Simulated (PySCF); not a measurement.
**C5H6F2: geometry, spin-spin couplings**

What spin-spin couplings should C5H6F2 (`FC(F)[C@H]1C=CC1`) show?

The runs use PySCF 2.14.0, with density-fitted response routines of our own; the level of theory stands in each step. All values are computed, except where a source is named. Atoms are numbered from 0 throughout.

### Step 1. The molecule as given

13 atoms, charge 0, multiplicity 1; geometry from: GFN2-xTB. The atoms were then displaced at random by about 0.01 Å, so the start is not that level's minimum.

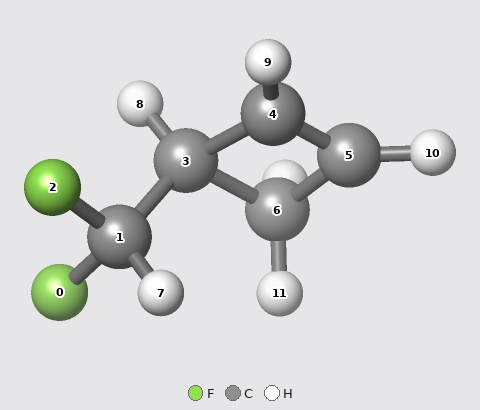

The starting geometry (fluorine green, carbon grey, hydrogen white), atoms numbered.

### Step 2. Geometry optimisation at PBE0-D3(BJ)/def2-SVP

Job settings and geometry (Å):

```
{"job": {"xc": "PBE0", "basis": "def2-SVP", "d3": "d3bj", "grid": 1, "shake": 0.01, "kind": "geom"}, "charge": 0, "multiplicity": 1}
F      2.352250    -0.698780    -0.573150
C      1.379710     0.291610    -0.668720
F      2.027500     1.473190    -0.576040
C      0.392520     0.159530     0.437070
C     -0.895860     0.973390     0.249750
C     -1.691110    -0.075100     0.146070
C     -0.564760    -1.080380     0.313320
H      0.961490     0.248910    -1.680130
H      0.859560     0.266820     1.423460
H     -1.036620     2.041370     0.246780
H     -2.751940    -0.219620     0.016290
H     -0.371280    -1.711990    -0.542690
H     -0.655650    -1.685830     1.197680
```

Command:

```
> OMP_NUM_THREADS=1 python probes_run.py task.json out
```

This one command runs all jobs of the session in turn.

**Question.** This job is followed by: B3LYP/6-31G* indirect spin-spin coupling, non-relativistic, gas phase. What will the session give for the following? point group; rotational constants (main isotopes); largest coupling of the table (B3LYP/6-31G*).

**Answer**, as computed:

| quantity | value |
| --- | --- |
| point group | C1 |
| rotational constants (main isotopes) | 5.39, 1.98, 1.55 GHz |
| largest coupling of the table (B3LYP/6-31G*) | ²J(F,F) F0–F2, 301.7 Hz |

**Reading.** Over 8 steps the energy fell by 0.118 eV; of the close pairs, F0–C1 changed most, 1.391 to 1.353 Å. Of the pairs tabulated at B3LYP/6-31G*, F0–F2 couples most strongly (301.7 Hz; Fermi contact 109.2 Hz). Couplings across rotatable bonds belong to this one conformer; where others are populated, the observed values are averages. Density functionals describe couplings to fluorine poorly, F–F couplings above all, so those rows are rough. Couplings from bases without tight functions are rough.
